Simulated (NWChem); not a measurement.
# One shape, several levels: AsH3 (SMILES [H][As]([H])[H])

We compute a comparison of 5 runs (HF/STO-3G, HF/cc-pVTZ, PBE0/def2-SVP, SVWN5/aug-cc-pVDZ, TPSSh/def2-TZVP) of AsH3. 

The calculation is run with NWChem 7.3.0.

**1. The structure to begin with**

The species is AsH3 (4 atoms), meant as a singlet with charge 0. SMILES: `[H][As]([H])[H]`. Geometry: a GFN2-xTB relaxation, a rough one for these elements and not checked as a minimum.

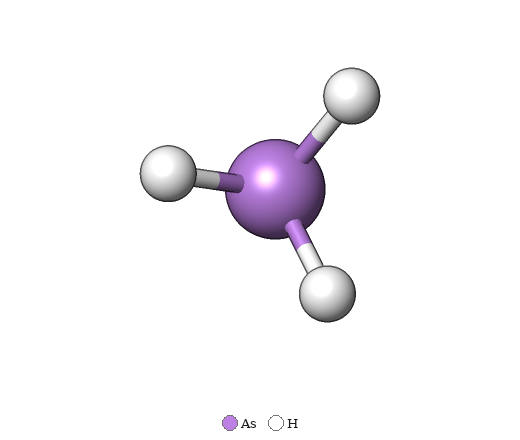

The structure, seen from a chosen angle (arsenic purple, hydrogen white).

**2. Energy and gradient at HF/STO-3G (run 1)**

Input file run.py:

```python
from ase import Atoms
from ase.calculators.nwchem import NWChem

system = Atoms(['As', 'H', 'H', 'H'], positions=[
    [-0.004370, 0.005540, 0.655970],
    [1.216520, -0.029700, -0.207950],
    [-0.582780, 1.061080, -0.232340],
    [-0.629370, -1.036930, -0.215680],
])

calc = NWChem(
    label='work',
    theory='scf',
    memory='2200 mb',
    basis='STO-3G',
    basispar='spherical bse',
    scf={'nopen': '0', 'rhf': None, 'thresh': '1e-08', 'maxiter': '80'},
)
system.calc = calc

forces = system.get_forces()
e = system.get_potential_energy()
print(f"E = {e:.6f} eV")
print("forces (eV/A):")
for s, f in zip(system.symbols, forces):
    print(f"{s:2s} {f[0]:10.5f} {f[1]:10.5f} {f[2]:10.5f}")
print("dipole (e A):", system.get_dipole_moment().round(4))
```

On the command line:

```console
$ export ASE_NWCHEM_COMMAND="nwchem PREFIX.nwi > PREFIX.nwo"
$ python run.py
```

Standard output:

```text
E = -60164.642222 eV
forces (eV/A):
As    0.00612   -0.02283   -2.71113
H    -0.49514    0.02319    0.89361
H     0.23937   -0.40032    0.91192
H     0.24965    0.39996    0.90565
dipole (e A): [ 0.0019 -0.0012 -0.1581]
```

The calculator wrote work.nwi:

```
title "work"

permanent_dir work

scratch_dir work

start work

geometry units angstrom nocenter noautosym noautoz
  As -4.3699999999999998e-03 5.5399999999999998e-03 6.5597000000000005e-01
  H  1.2165200000000000e+00 -2.9700000000000001e-02 -2.0795000000000000e-01
  H  -5.8277999999999996e-01 1.0610800000000000e+00 -2.3233999999999999e-01
  H  -6.2936999999999999e-01 -1.0369299999999999e+00 -2.1568000000000001e-01
end

memory 2200 mb

basis spherical bse noprint
   * library STO-3G
end

scf
  nopen 0
  rhf
  thresh 1e-08
  maxiter 80
end

task scf gradient
```

work.nwo:

```text
Northwest Computational Chemistry Package (NWChem) 7.3.0
             --------------------------------------------------------

           Job information
           ---------------

    nwchem branch   = 7.3.0
    use scalapack   = T
    input           = work.nwi
    prefix          = work.
    data base       = work/work.db
    status          = startup
    nproc           =        1

           Memory information
           ------------------

    heap     =     72089598 doubles =      550.0 Mbytes
    stack    =     72089595 doubles =      550.0 Mbytes
    global   =    144179200 doubles =     1100.0 Mbytes (distinct from heap & stack)
    total    =    288358393 doubles =     2200.0 Mbytes
    verify   = yes
    hardfail = no

[... 119 lines left out ...]
 Convergence threshold     :          1.000E-08
[... 11 lines left out ...]
       Final RHF  results
[... 3 lines left out ...]
      One-electron energy =  -3171.898661661553
[... 1 line left out ...]
 Nuclear repulsion energy =     35.776760862633
[... 29 lines left out ...]
                       ROHF Final Molecular Orbital Analysis
[... 128 lines left out ...]
  wavefunction    =   RHF

                         RHF ENERGY GRADIENTS

    atom               coordinates                        gradient
                 x          y          z           x          y          z
   1 As     -0.008258   0.010469   1.239604   -0.000119   0.000444   0.052723
   2 H       2.298889  -0.056125  -0.392969    0.009629  -0.000451  -0.017378
   3 H      -1.101295   2.005150  -0.439059   -0.004655   0.007785  -0.017734
   4 H      -1.189337  -1.959514  -0.407576   -0.004855  -0.007778  -0.017612

                 ----------------------------------------
                 |  Time  |  1-e(secs)   |  2-e(secs)   |
                 ----------------------------------------
                 |  CPU   |       0.00   |       0.05   |
                 ----------------------------------------
                 |  WALL  |       0.00   |       0.05   |
                 ----------------------------------------

 Task  times  cpu:        0.4s     wall:        0.4s
 Total times  cpu:        0.5s     wall:        0.5s
```

It took 1.4 s on 1 thread of Intel Xeon 6975P-C (Granite Rapids), shared host; peak memory 0.099 GiB.

**3. Energy and gradient at HF/cc-pVTZ (run 2)**

Input file sp.nw:

```
start sp
title "AsH3 gradient"
memory total 2200 mb
geometry units au noautosym nocenter noautoz
  As    -0.00825810     0.01046908     1.23960365
  H      2.29888963    -0.05612487    -0.39296855
  H     -1.10129459     2.00515060    -0.43905897
  H     -1.18933693    -1.95951371    -0.40757613
end
basis spherical bse
  * library cc-pVTZ
end
scf
  thresh 1e-08
  maxiter 80
  noprint "final vectors analysis"
end
task scf gradient
```

On the command line:

```console
$ nwchem sp.nw > sp.out
```

Standard output:

```text
[...]
  functions       =    85
[...]
  wavefunction    = RHF
[...]
         Total SCF energy =  -2235.971528740622
      One-electron energy =  -3188.275209457510
      Two-electron energy =    916.526922492359
 Nuclear repulsion energy =     35.776758224529
        Time for solution =     84.2s
[...]
                         RHF ENERGY GRADIENTS
    atom               coordinates                        gradient
                 x          y          z           x          y          z
   1 As     -0.008258   0.010469   1.239604    0.000087   0.000028   0.005750
   2 H       2.298890  -0.056125  -0.392969   -0.010413   0.000162  -0.001948
   3 H      -1.101295   2.005151  -0.439059    0.004898  -0.009437  -0.001835
   4 H      -1.189337  -1.959514  -0.407576    0.005429   0.009247  -0.001968
[...]
```

It took 1.7 min on 1 thread of Intel Xeon 6975P-C (Granite Rapids), shared host; peak memory 0.12 GiB.

Run 3 isn't shown in full; the table further down has it.

**4. Energy and forces at SVWN5/aug-cc-pVDZ (run 4)**

Input file run.py:

```python
from ase import Atoms
from ase.calculators.nwchem import NWChem

molecule = Atoms('AsHHH', positions=[
    [-0.004370, 0.005540, 0.655970],
    [1.216520, -0.029700, -0.207950],
    [-0.582780, 1.061080, -0.232340],
    [-0.629370, -1.036930, -0.215680],
])

calc = NWChem(
    label='ash3',
    theory='dft',
    memory='2200 mb',
    basis='aug-cc-pVDZ',
    basispar='spherical bse',
    dft={'xc': 'slater vwn_5', 'mult': '1', 'grid': 'xfine', 'convergence': 'energy 1e-08', 'iterations': '100', 'mulliken': None},
)
molecule.calc = calc

forces = molecule.get_forces()
e = molecule.get_potential_energy()
print(f"E = {e:.6f} eV")
print("forces (eV/A):")
for s, f in zip(molecule.symbols, forces):
    print(f"{s:2s} {f[0]:10.5f} {f[1]:10.5f} {f[2]:10.5f}")
print("dipole (e A):", molecule.get_dipole_moment().round(4))
```

On the command line:

```console
$ export ASE_NWCHEM_COMMAND="nwchem PREFIX.nwi > PREFIX.nwo"
$ python run.py
```

Standard output:

```text
E = -60798.823152 eV
forces (eV/A):
As   -0.01198    0.01064    1.09380
H     0.69307   -0.01651   -0.36083
H    -0.32452    0.61305   -0.37075
H    -0.35656   -0.60719   -0.36222
dipole (e A): [ 0.0009 -0.0007 -0.0831]
```

The calculator wrote ash3.nwi:

```
title "ash3"

permanent_dir ash3

scratch_dir ash3

start ash3

geometry units angstrom nocenter noautosym noautoz
  As -4.3699999999999998e-03 5.5399999999999998e-03 6.5597000000000005e-01
  H  1.2165200000000000e+00 -2.9700000000000001e-02 -2.0795000000000000e-01
  H  -5.8277999999999996e-01 1.0610800000000000e+00 -2.3233999999999999e-01
  H  -6.2936999999999999e-01 -1.0369299999999999e+00 -2.1568000000000001e-01
end

memory 2200 mb

basis spherical bse noprint
   * library aug-cc-pVDZ
end

dft
  xc slater vwn_5
  mult 1
  grid xfine
  convergence energy 1e-08
  iterations 100
  mulliken
end

task dft gradient
```

ash3.nwo:

```text
Northwest Computational Chemistry Package (NWChem) 7.3.0
             --------------------------------------------------------

           Job information
           ---------------

    nwchem branch   = 7.3.0
    use scalapack   = T
    input           = ash3.nwi
    prefix          = ash3.
    data base       = ash3/ash3.db
    status          = startup
    nproc           =        1

           Memory information
           ------------------

    heap     =     72089596 doubles =      550.0 Mbytes
    stack    =     72089601 doubles =      550.0 Mbytes
    global   =    144179200 doubles =     1100.0 Mbytes (distinct from heap & stack)
    total    =    288358397 doubles =     2200.0 Mbytes
    verify   = yes
    hardfail = no

[... 90 lines left out ...]
  convergence criterion.
[... 35 lines left out ...]
          Spatial weights used:  Erf1
[... 67 lines left out ...]
         Total DFT energy =    -2234.315558093621
[... 3 lines left out ...]
 Nuclear repulsion energy =       35.776760862633
[... 509 lines left out ...]
          Convergence on gradient requested:  5.00D-04
[... 22 lines left out ...]
          total energy or number of iterations.
[... 26 lines left out ...]
                         DFT ENERGY GRADIENTS

    atom               coordinates                        gradient
                 x          y          z           x          y          z
   1 As     -0.008258   0.010469   1.239604    0.000233  -0.000207  -0.021271
   2 H       2.298889  -0.056125  -0.392969   -0.013478   0.000321   0.007017
   3 H      -1.101295   2.005150  -0.439059    0.006311  -0.011922   0.007210
   4 H      -1.189337  -1.959514  -0.407576    0.006934   0.011808   0.007044

                 ----------------------------------------
                 |  Time  |  1-e(secs)   |  2-e(secs)   |
                 ----------------------------------------
                 |  CPU   |       0.00   |       5.07   |
                 ----------------------------------------
                 |  WALL  |       0.00   |       5.07   |
                 ----------------------------------------

 Task  times  cpu:       23.0s     wall:       23.0s
 Total times  cpu:       23.1s     wall:       23.1s
```

It took 24 s on 1 thread of Intel Xeon 6975P-C (Granite Rapids), shared host; peak memory 0.12 GiB.

**5. Energy and gradient at TPSSh/def2-TZVP (run 5)**

Input file geom.nw:

```
start geom
memory total 2200 mb
charge 0

geometry noautosym nocenter noautoz
  As      -0.004370       0.005540       0.655970
  H        1.216520      -0.029700      -0.207950
  H       -0.582780       1.061080      -0.232340
  H       -0.629370      -1.036930      -0.215680
end

basis spherical bse
  * library def2-TZVP
end

dft
  xc xctpssh
  mult 1
  grid xfine
  convergence energy 1e-08
  iterations 100
  mulliken
end

task dft gradient
```

On the command line:

```console
$ nwchem geom.nw > geom.out
```

Standard output:

```text
[...]
          Wavefunction type:  closed shell.
          No. of atoms     :     4
          No. of electrons :    36
[...]
          Charge           :     0
          Spin multiplicity:     1
[...]
          AO basis - number of functions:    66
[...]
              XC Information
              --------------
                  TPSS hybrid Method XC Functional
                     Hartree-Fock (Exact) Exchange  0.100
                  TPSS metaGGA Exchange Functional  0.900
             TPSS03 metaGGA Correlation Functional  1.000
[...]
 d= 0,ls=0.0,diis     1  -2237.5977102494 -2.27D+03  4.51D-03  3.34D-01     2.0
[...]
 d= 0,ls=0.0,diis     7  -2237.6158142801 -7.80D-09  9.22D-07  5.55D-09    11.0
         Total DFT energy =    -2237.615814280136
      One electron energy =    -3187.271463735034
           Coulomb energy =      997.987314191806
    Exchange-Corr. energy =      -84.108425599542
 Nuclear repulsion energy =       35.776760862633
[...]
      Total Density - Mulliken Population Analysis
     ---------------------------------------------
    Atom       Charge   Shell Charges
 -----------   ------   -------------------------------------------------------
    1 As  33    33.17   2.00  2.00  1.17  0.78  1.01  0.83  5.99  5.76  0.42  1.80  1.26  8.88  1.06  0.10  0.09  0.01
    2 H    1     0.94   0.24  0.54  0.16  0.01
    3 H    1     0.94   0.24  0.54  0.16  0.01
    4 H    1     0.94   0.24  0.54  0.16  0.01
[...]
  wavefunction    = closed shell
                         DFT ENERGY GRADIENTS
    atom               coordinates                        gradient
                 x          y          z           x          y          z
   1 As     -0.008258   0.010469   1.239604    0.000168  -0.000098  -0.008930
   2 H       2.298889  -0.056125  -0.392969   -0.010343   0.000210   0.002939
   3 H      -1.101295   2.005150  -0.439059    0.004832  -0.009260   0.003060
   4 H      -1.189337  -1.959514  -0.407576    0.005343   0.009148   0.002931
[...]
```

Run time: 15 s. Hardware: 1 thread of Intel Xeon 6975P-C (Granite Rapids), shared host; peak memory 0.13 GiB.

**6. All runs side by side**

```tsv
run	level	iteration cap	module	energy (Eh)	dipole moment (D)	HOMO energy (eV)	LUMO energy (eV)	wall time
1	HF/STO-3G	80	scf	-2211.009839	0.76	-8.14	11.12	1.4 s
2	HF/cc-pVTZ	80	scf	-2235.971529	0.33	–	–	1.7 min
3	PBE0/def2-SVP	100	dft	-2237.105908	0.50	-7.92	0.91	6.9 s
4	SVWN5/aug-cc-pVDZ	100	dft	-2234.315558	0.40	-6.96	-0.75	24 s
5	TPSSh/def2-TZVP	100	dft	-2237.615814	0.29	-7.42	0.32	15 s
```

**7. Summary of results**

| quantity | value |
| --- | --- |
| run 5: total energy | -2237.61581 Eh |
| run 5: dipole moment | 0.29 D |
| run 5: HOMO energy | -7.42 eV |
| run 5: LUMO energy | 0.32 eV |
| run 5: HOMO–LUMO gap | 7.74 eV |
| run 5: largest force on an atom | 0.565 eV/Å |

In words: The dipole moment (its size) runs from 0.29 D (TPSSh/def2-TZVP) to 0.76 D (HF/STO-3G). The two ends differ in method and basis. Over runs 1, 3, 4, 5 the HOMO–LUMO gap runs from 6.20 eV (SVWN5/aug-cc-pVDZ) to 19.25 eV (HF/STO-3G). Totals of different functionals can't be ranked against each other. In run 1 the basis is minimal, so the values are rough. All runs together took 2.5 min, the longest 1.7 min.
